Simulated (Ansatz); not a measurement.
# C₃H₃F₃: geometry at several levels

Aim: geometry at several levels, for C₃H₃F₃, with the cost of each level.

Program: Ansatz 0.2.0. Level of theory: the levels named in each step. These are calculated values, not measurements.

**1. The starting structure**

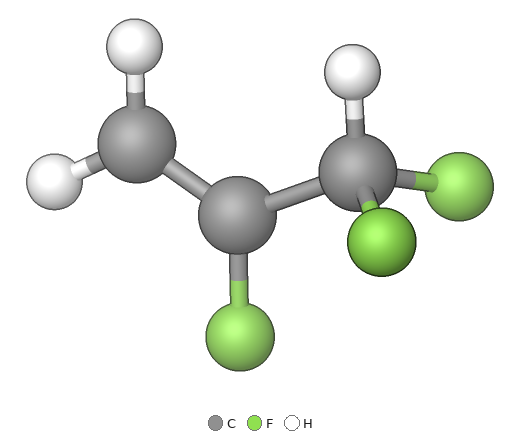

Start, viewed from a chosen angle; carbon grey, fluorine green, hydrogen white.

As a file:

```xyz
9

C     1.9852   -0.6089   -0.0795
C     0.8235    0.0106   -0.1638
F     0.7209    1.2198   -0.7339
C    -0.4910   -0.5288    0.3476
F    -1.4013   -0.6282   -0.6484
F    -1.0277    0.2939    1.2791
H     2.0694   -1.5764    0.3765
H     2.8790   -0.1541   -0.4669
H    -0.3694   -1.5246    0.8009
```

**2. A rough first relaxation, PBE-D4/def2-SVP**

This run stands in another session on the same molecule. It ended at:

```xyz
9

C     1.9933   -0.6120   -0.0787
C     0.8124    0.0150   -0.1622
F     0.6848    1.2253   -0.7272
C    -0.4951   -0.5301    0.3498
F    -1.3958   -0.6235   -0.6735
F    -1.0201    0.3161    1.2858
H     2.0630   -1.6033    0.3892
H     2.9055   -0.1468   -0.4787
H    -0.3594   -1.5374    0.8071
```

**3. Relaxation, HF/STO-3G**

File input.yaml:

```yaml
crystal:
  periodic: [false, false, false]
  atoms:
    - { symbol: C, position_ang: [1.99329773, -0.61197367, -0.07867958] }
    - { symbol: C, position_ang: [0.81243942, 0.01501306, -0.16218617] }
    - { symbol: F, position_ang: [0.68479979, 1.22526273, -0.72719466] }
    - { symbol: C, position_ang: [-0.49507797, -0.53011455, 0.34980366] }
    - { symbol: F, position_ang: [-1.39576008, -0.62351356, -0.67354824] }
    - { symbol: F, position_ang: [-1.02008413, 0.31610588, 1.28576044] }
    - { symbol: H, position_ang: [2.06299057, -1.60328526, 0.38922855] }
    - { symbol: H, position_ang: [2.90551164, -0.14682203, -0.47868422] }
    - { symbol: H, position_ang: [-0.35942698, -1.53741258, 0.80708022] }
basis:
  gaussian: { orbitals: STO-3G }
hamiltonian:
  xc: hf
relax:
  f_tol: 0.002
  max_steps: 150
```

On the command line:

```bash
ansatz run input.yaml --threads 4 --pin off --max-ram 10240MiB --backend cpu --events-out ev --progress --plain --runs-dir out
```

The log of the run, cut to the lines that bear on the results:

```text
Warning: RAYON_NUM_THREADS=4 ignored (pool sized by the plan → 4); use --threads N
[...]
Functional definition: HF
[...]
509 factors; integrals over basis functions are off by at most 1.4e-5 eV
[...]
mean field -11102.78654828 eV, -408.0198799102 hartree, gradient 9.2e-6 eV, S^2 0.000000; 0 other end points of the search recorded, 0 dependent functions left out
[...]
reference -11102.78654828 eV, -408.0198799102 hartree; 24, 24 occupied and 9, 9 virtual orbitals, 509 factors
relax step   1: F+E_penalty+E_count = -11102.78654828 eV  Δ(F+E_penalty+E_count) = +0.000e0 eV  max|allowed force component| = 3.474e0 eV/Å  Δτ_max = 0.0000 Å  (26 SCF iters, accepted)
[...]
relax step   3: F+E_penalty+E_count = -11102.90856603 eV  Δ(F+E_penalty+E_count) = -4.331e-3 eV  max|allowed force component| = 8.537e-2 eV/Å  Δτ_max = 0.0160 Å  (27 SCF iters, accepted)
[...]
relax step   5: F+E_penalty+E_count = -11102.90898822 eV  Δ(F+E_penalty+E_count) = -3.737e-4 eV  max|allowed force component| = 9.114e-2 eV/Å  Δτ_max = 0.0117 Å  (25 SCF iters, accepted)
[...]
relax step   7: F+E_penalty+E_count = -11102.90945144 eV  Δ(F+E_penalty+E_count) = -3.993e-6 eV  max|allowed force component| = 1.091e-3 eV/Å  Δτ_max = 0.0024 Å  (27 SCF iters, accepted)
[...]
relax step   8: F+E_penalty+E_count = -11102.90945337 eV  Δ(F+E_penalty+E_count) = -1.927e-6 eV  max|allowed force component| = 3.169e-3 eV/Å  Δτ_max = 0.0028 Å  (27 SCF iters, accepted)
[...]
relax step   9: F+E_penalty+E_count = -11102.90945389 eV  Δ(F+E_penalty+E_count) = -5.274e-7 eV  max|allowed force component| = 1.750e-3 eV/Å  Δτ_max = 0.0013 Å  (27 SCF iters, accepted)
509 factors; integrals over basis functions are off by at most 1.3e-5 eV
mean field -11102.90945389 eV, -408.0243966082 hartree, gradient 1.5e-5 eV, S^2 0.000000; 1 other end points of the search recorded, 0 dependent functions left out
[...]
reference -11102.90945389 eV, -408.0243966082 hartree; 24, 24 occupied and 9, 9 virtual orbitals, 509 factors
Total energy: -11102.90945389 eV, -408.0243966082 hartree
Atom 0 at     1.983680    -0.606266    -0.082094 Å, force     0.001089    -0.001623     0.000242 eV/Å
Atom 1 at     0.839355     0.032931    -0.174689 Å, force    -0.000660     0.001296    -0.000635 eV/Å
Atom 2 at     0.732934     1.257845    -0.747223 Å, force     0.000204    -0.000205     0.000170 eV/Å
Atom 3 at    -0.509799    -0.536524     0.356383 Å, force     0.000158     0.001385     0.000292 eV/Å
Atom 4 at    -1.427296    -0.652539    -0.668329 Å, force     0.000017     0.000099     0.000256 eV/Å
Atom 5 at    -1.052350     0.302834     1.308466 Å, force    -0.000132    -0.000213    -0.000675 eV/Å
Atom 6 at     2.045420    -1.580652     0.377611 Å, force     0.000162     0.001408    -0.000521 eV/Å
Atom 7 at     2.900792    -0.179747    -0.462130 Å, force    -0.000797    -0.000398     0.000378 eV/Å
Atom 8 at    -0.324047    -1.534622     0.803584 Å, force    -0.000041    -0.001750     0.000492 eV/Å
Dipole moment:     0.259973    -0.287481     0.089718 e Å
```

It took 2.2 s on 4 threads of AMD EPYC 9R14 (Zen 4), shared host; peak memory 0.1 GiB.

Step by step:

```csv
step,energy from step 1 (eV),largest force component (eV/Å)
1,0.0000,3.4737
2,-0.1177,0.3447
3,-0.1220,0.0854
4,-0.1221,0.0794
5,-0.1224,0.0911
6,-0.1229,0.0042
7,-0.1229,0.0011
8,-0.1229,0.0032
9,-0.1229,0.0018
```

Step 1 is the start.

Before: Bond lengths: C1–C2 1.340 Å, C2–F3 1.342 Å, C2–C4 1.506 Å, C4–F5 1.366 Å, C4–F6 1.367 Å, C1–H7 1.098 Å, C1–H8 1.099 Å, C4–H9 1.115 Å. Angles: C1–C2–F3 122.2°, C1–C2–C4 125.1°, F3–C2–C4 112.8°, C2–C1–H7 120.3°, C2–C1–H8 120.7°, H7–C1–H8 119.0°, C2–C4–F5 110.0°, C2–C4–F6 110.0°, C2–C4–H9 111.2°, F5–C4–F6 107.6°, F5–C4–H9 109.0°, F6–C4–H9 109.0°.

After: Bond lengths: C1–C2 1.314 Å, C2–F3 1.356 Å, C2–C4 1.558 Å, C4–F5 1.380 Å, C4–F6 1.380 Å, C1–H7 1.079 Å, C1–H8 1.080 Å, C4–H9 1.109 Å. Angles: C1–C2–F3 122.5°, C1–C2–C4 123.5°, F3–C2–C4 114.0°, C2–C1–H7 121.3°, C2–C1–H8 121.5°, H7–C1–H8 117.2°, C2–C4–F5 110.7°, C2–C4–F6 110.7°, C2–C4–H9 108.7°, F5–C4–F6 107.6°, F5–C4–H9 109.6°, F6–C4–H9 109.6°.

**4. Relaxation, HF/6-31G***

Edit input.yaml of step 3 so:

```diff
@@ -13,3 +13,3 @@
 basis:
-  gaussian: { orbitals: STO-3G }
+  gaussian: { orbitals: "6-31G*" }
 hamiltonian:
```

On the command line:

```bash
ansatz run input.yaml --threads 4 --pin off --max-ram 10240MiB --backend cpu --events-out ev --progress --plain --runs-dir out
```

The log of the run, cut to the lines that bear on the results:

```text
Warning: RAYON_NUM_THREADS=4 ignored (pool sized by the plan → 4); use --threads N
[...]
[... 1 set-up line as earlier in the session ...]
[...]
1007 factors; integrals over basis functions are off by at most 3.5e-4 eV
[...]
mean field -11255.27092740 eV, -413.6235774854 hartree, gradient 2.5e-5 eV, S^2 0.000000; 0 other end points of the search recorded, 0 dependent functions left out
[...]
reference -11255.27092740 eV, -413.6235774854 hartree; 24, 24 occupied and 72, 72 virtual orbitals, 1007 factors
relax step   1: F+E_penalty+E_count = -11255.27092740 eV  Δ(F+E_penalty+E_count) = +0.000e0 eV  max|allowed force component| = 1.230e0 eV/Å  Δτ_max = 0.0000 Å  (32 SCF iters, accepted)
[...]
relax step   6: F+E_penalty+E_count = -11255.41176862 eV  Δ(F+E_penalty+E_count) = -1.910e-5 eV  max|allowed force component| = 5.416e-3 eV/Å  Δτ_max = 0.0022 Å  (24 SCF iters, accepted)
[...]
Total energy: -11255.41176996 eV, -413.6287533540 hartree
Atom 0 at     1.975115    -0.606302    -0.080459 Å, force     0.000296    -0.000090    -0.000034 eV/Å
Atom 1 at     0.818209     0.000722    -0.155049 Å, force    -0.000384    -0.000339     0.000178 eV/Å
Atom 2 at     0.682467     1.196999    -0.708048 Å, force     0.000479     0.000389    -0.000130 eV/Å
Atom 3 at    -0.480689    -0.536056     0.350618 Å, force    -0.000887    -0.000192     0.000262 eV/Å
Atom 4 at    -1.359164    -0.620577    -0.657037 Å, force     0.000229    -0.000082     0.000228 eV/Å
Atom 5 at    -0.996266     0.304523     1.257183 Å, force     0.000063    -0.000210    -0.000227 eV/Å
Atom 6 at     2.052714    -1.575001     0.373447 Å, force    -0.000161     0.000425    -0.000188 eV/Å
Atom 7 at     2.866091    -0.152022    -0.468886 Å, force     0.000360    -0.000039    -0.000107 eV/Å
Atom 8 at    -0.369787    -1.509026     0.799812 Å, force     0.000005     0.000137     0.000018 eV/Å
Dipole moment:     0.430126    -0.465933     0.143778 e Å
```

Wall time 4.1 s (4 threads of AMD EPYC 9R14 (Zen 4), shared host); peak memory 0.19 GiB.

Step by step:

| step | E - E(step 1) (eV) | largest force component (eV/Å) |
| --- | --- | --- |
| 1 | 0.0000 | 1.2302 |
| 2 | -0.1331 | 0.3651 |
| 3 | -0.1404 | 0.0747 |
| 4 | -0.1404 | 0.0766 |
| 5 | -0.1408 | 0.0096 |
| 6 | -0.1408 | 0.0054 |
| 7 | -0.1408 | 0.0009 |

Step 1 is the start. Step 4 was tried and not accepted.

Before: Bond lengths: C1–C2 1.340 Å, C2–F3 1.342 Å, C2–C4 1.506 Å, C4–F5 1.366 Å, C4–F6 1.367 Å, C1–H7 1.098 Å, C1–H8 1.099 Å, C4–H9 1.115 Å. Angles: C1–C2–F3 122.2°, C1–C2–C4 125.1°, F3–C2–C4 112.8°, C2–C1–H7 120.3°, C2–C1–H8 120.7°, H7–C1–H8 119.0°, C2–C4–F5 110.0°, C2–C4–F6 110.0°, C2–C4–H9 111.2°, F5–C4–F6 107.6°, F5–C4–H9 109.0°, F6–C4–H9 109.0°.

After: Bond lengths: C1–C2 1.309 Å, C2–F3 1.325 Å, C2–C4 1.494 Å, C4–F5 1.339 Å, C4–F6 1.339 Å, C1–H7 1.073 Å, C1–H8 1.073 Å, C4–H9 1.077 Å. Angles: C1–C2–F3 122.2°, C1–C2–C4 125.6°, F3–C2–C4 112.1°, C2–C1–H7 120.5°, C2–C1–H8 121.1°, H7–C1–H8 118.4°, C2–C4–F5 109.8°, C2–C4–F6 109.8°, C2–C4–H9 112.1°, F5–C4–F6 107.2°, F5–C4–H9 108.9°, F6–C4–H9 108.9°.

**5. Relaxation, LDA/def2-SVP**

Edit input.yaml of step 4 so:

```diff
@@ -13,5 +13,5 @@
 basis:
-  gaussian: { orbitals: "6-31G*" }
+  gaussian: { orbitals: def2-SVP }
 hamiltonian:
-  xc: hf
+  xc: lda
 relax:
```

On the command line:

```bash
ansatz run input.yaml --threads 4 --pin off --max-ram 10240MiB --backend cpu --events-out ev --progress --plain --runs-dir out
```

The log of the run, cut to the lines that bear on the results:

```text
Warning: RAYON_NUM_THREADS=4 ignored (pool sized by the plan → 4); use --threads N
[...]
Functional definition: SPW92
[...]
1092 factors; their error is unknown
[...]
mean field -11220.10084778 eV, -412.3311008984 hartree, gradient 3.3e-5 eV, S^2 0.000000; 0 other end points of the search recorded, 0 dependent functions left out
[...]
reference -11220.10086842 eV, -412.3311016570 hartree; 24, 24 occupied and 75, 75 virtual orbitals, 1092 factors
relax step   1: F+E_penalty+E_count = -11220.10084778 eV  Δ(F+E_penalty+E_count) = +0.000e0 eV  max|allowed force component| = 8.173e-1 eV/Å  Δτ_max = 0.0000 Å  (28 SCF iters, accepted)
[...]
relax step   6: F+E_penalty+E_count = -11220.13758216 eV  Δ(F+E_penalty+E_count) = -1.956e-5 eV  max|allowed force component| = 3.744e-3 eV/Å  Δτ_max = 0.0032 Å  (33 SCF iters, accepted)
[...]
Total energy: -11220.13760445 eV, -412.3324516813 hartree
Atom 0 at     1.978799    -0.609739    -0.079439 Å, force    -0.000591    -0.000179     0.000126 eV/Å
Atom 1 at     0.806835     0.016434    -0.160583 Å, force     0.000431     0.000018    -0.000017 eV/Å
Atom 2 at     0.668528     1.209716    -0.711823 Å, force     0.000189     0.000308    -0.000129 eV/Å
Atom 3 at    -0.484873    -0.526040     0.346548 Å, force     0.000716     0.000653    -0.000387 eV/Å
Atom 4 at    -1.368156    -0.616884    -0.665910 Å, force     0.000116    -0.000401    -0.000177 eV/Å
Atom 5 at    -1.002330     0.314669     1.262517 Å, force     0.000149    -0.000066     0.000253 eV/Å
Atom 6 at     2.037735    -1.603600     0.390350 Å, force     0.000627     0.001134    -0.000721 eV/Å
Atom 7 at     2.895006    -0.145291    -0.477578 Å, force    -0.001588    -0.001075     0.000825 eV/Å
Atom 8 at    -0.342853    -1.536003     0.807499 Å, force    -0.000049    -0.000392     0.000229 eV/Å
Dipole moment:     0.341651    -0.342551     0.100844 e Å
```

Wall time 3.4 s (4 threads of AMD EPYC 9R14 (Zen 4), shared host); peak memory 0.14 GiB.

Step by step:

```csv
step,energy from step 1 (eV),largest force component (eV/Å)
1,0.0000,0.8173
2,-0.0312,0.3438
3,-0.0366,0.0530
4,-0.0366,0.0418
5,-0.0367,0.0079
6,-0.0367,0.0037
7,-0.0367,0.0016
```

Step 1 is the start.

Before: Bond lengths: C1–C2 1.340 Å, C2–F3 1.342 Å, C2–C4 1.506 Å, C4–F5 1.366 Å, C4–F6 1.367 Å, C1–H7 1.098 Å, C1–H8 1.099 Å, C4–H9 1.115 Å. Angles: C1–C2–F3 122.2°, C1–C2–C4 125.1°, F3–C2–C4 112.8°, C2–C1–H7 120.3°, C2–C1–H8 120.7°, H7–C1–H8 119.0°, C2–C4–F5 110.0°, C2–C4–F6 110.0°, C2–C4–H9 111.2°, F5–C4–F6 107.6°, F5–C4–H9 109.0°, F6–C4–H9 109.0°.

After: Bond lengths: C1–C2 1.331 Å, C2–F3 1.322 Å, C2–C4 1.490 Å, C4–F5 1.347 Å, C4–F6 1.347 Å, C1–H7 1.101 Å, C1–H8 1.102 Å, C4–H9 1.119 Å. Angles: C1–C2–F3 122.8°, C1–C2–C4 124.8°, F3–C2–C4 112.3°, C2–C1–H7 119.9°, C2–C1–H8 120.8°, H7–C1–H8 119.4°, C2–C4–F5 109.7°, C2–C4–F6 109.7°, C2–C4–H9 111.0°, F5–C4–F6 107.5°, F5–C4–H9 109.4°, F6–C4–H9 109.4°.

**6. Relaxation, PBE-D4/def2-SVP**

Edit input.yaml of step 5 so:

```diff
@@ -15,3 +15,4 @@
 hamiltonian:
-  xc: lda
+  xc: pbe
+  dispersion: d4
 relax:
```

On the command line:

```bash
ansatz run input.yaml --threads 4 --pin off --max-ram 10240MiB --backend cpu --events-out ev --progress --plain --runs-dir out
```

The log of the run, cut to the lines that bear on the results:

```text
Warning: RAYON_NUM_THREADS=4 ignored (pool sized by the plan → 4); use --threads N
[...]
Functional definition: PBE
[...]
1092 factors; their error is unknown
[...]
mean field -11289.20644069 eV, -414.8706845963 hartree, gradient 2.2e-5 eV, S^2 0.000000; 0 other end points of the search recorded, 0 dependent functions left out
[...]
reference -11289.20646268 eV, -414.8706854045 hartree; 24, 24 occupied and 75, 75 virtual orbitals, 1092 factors
relax step   1: F+E_penalty+E_count = -11289.35453766 eV  Δ(F+E_penalty+E_count) = +0.000e0 eV  max|allowed force component| = 1.675e-2 eV/Å  Δτ_max = 0.0000 Å  (30 SCF iters, accepted)
[...]
relax step   4: F+E_penalty+E_count = -11289.35460829 eV  Δ(F+E_penalty+E_count) = -1.230e-5 eV  max|allowed force component| = 2.036e-3 eV/Å  Δτ_max = 0.0017 Å  (24 SCF iters, accepted)
[...]
Total energy: -11289.35463161 eV, -414.8761305123 hartree
Atom 0 at     1.993453    -0.611672    -0.080447 Å, force    -0.000826    -0.000234    -0.000953 eV/Å
Atom 1 at     0.812924     0.015760    -0.162397 Å, force     0.000009     0.001145    -0.000124 eV/Å
Atom 2 at     0.682785     1.226395    -0.725597 Å, force     0.000493     0.000284     0.000405 eV/Å
Atom 3 at    -0.493703    -0.530393     0.349990 Å, force    -0.001054     0.000355     0.000659 eV/Å
Atom 4 at    -1.394006    -0.625492    -0.673714 Å, force    -0.000013    -0.000486    -0.000166 eV/Å
Atom 5 at    -1.019865     0.316481     1.284789 Å, force    -0.000220     0.000021    -0.000584 eV/Å
Atom 6 at     2.058567    -1.602625     0.388243 Å, force     0.000577    -0.000597     0.000267 eV/Å
Atom 7 at     2.907261    -0.148305    -0.477681 Å, force     0.000688    -0.000012     0.000028 eV/Å
Atom 8 at    -0.358726    -1.536888     0.808395 Å, force     0.000347    -0.000477     0.000469 eV/Å
Dipole moment:     0.349823    -0.353402     0.104116 e Å
```

It took 3.3 s on 4 threads of AMD EPYC 9R14 (Zen 4), shared host; peak memory 0.15 GiB.

The steps of the relaxation:

| step | E - E(step 1) (eV) | largest force component (eV/Å) |
| --- | --- | --- |
| 1 | 0.0000 | 0.0168 |
| 2 | 0.0000 | 0.0120 |
| 3 | -0.0001 | 0.0070 |
| 4 | -0.0001 | 0.0020 |
| 5 | -0.0001 | 0.0011 |

Step 1 is the start.

Before: Bond lengths: C1–C2 1.340 Å, C2–F3 1.342 Å, C2–C4 1.506 Å, C4–F5 1.366 Å, C4–F6 1.367 Å, C1–H7 1.098 Å, C1–H8 1.099 Å, C4–H9 1.115 Å. Angles: C1–C2–F3 122.2°, C1–C2–C4 125.1°, F3–C2–C4 112.8°, C2–C1–H7 120.3°, C2–C1–H8 120.7°, H7–C1–H8 119.0°, C2–C4–F5 110.0°, C2–C4–F6 110.0°, C2–C4–H9 111.2°, F5–C4–F6 107.6°, F5–C4–H9 109.0°, F6–C4–H9 109.0°.

After: Bond lengths: C1–C2 1.339 Å, C2–F3 1.342 Å, C2–C4 1.506 Å, C4–F5 1.367 Å, C4–F6 1.367 Å, C1–H7 1.098 Å, C1–H8 1.099 Å, C4–H9 1.114 Å. Angles: C1–C2–F3 122.3°, C1–C2–C4 125.0°, F3–C2–C4 112.7°, C2–C1–H7 120.1°, C2–C1–H8 120.9°, H7–C1–H8 119.0°, C2–C4–F5 110.0°, C2–C4–F6 110.0°, C2–C4–H9 111.3°, F5–C4–F6 107.6°, F5–C4–H9 109.0°, F6–C4–H9 109.0°.

**7. Geometries side by side**

| level | C1–C2 (Å) | C2–F3 (Å) | C2–C4 (Å) | rotational constants (MHz) | dipole (D) | CPU time |
| --- | --- | --- | --- | --- | --- | --- |
| HF/STO-3G | 1.3140 | 1.3563 | 1.5577 | 5160.9, 2552, 2505.6 | 1.91 | 6.5 s |
| HF/6-31G* | 1.3086 | 1.3249 | 1.4936 | 5475.1, 2738.6, 2681.5 | 3.12 | 13 s |
| LDA/def2-SVP | 1.3312 | 1.3217 | 1.4900 | 5386.9, 2725.6, 2666.1 | 2.37 | 11 s |
| PBE-D4/def2-SVP | 1.3394 | 1.3416 | 1.5060 | 5257.8, 2649.9, 2598.8 | 2.44 | 11 s |

Constants are for the commonest isotopes at the equilibrium geometry; times are CPU times of the relaxations.

**8. Results**

| quantity | value |
| --- | --- |
| C1–C2 at PBE-D4/def2-SVP | 1.339 Å |
| C2–F3 at PBE-D4/def2-SVP | 1.342 Å |
| C2–C4 at PBE-D4/def2-SVP | 1.506 Å |

The C1–C2 distance spreads over 0.031 Å, from HF/6-31G* (shortest) to PBE-D4/def2-SVP.
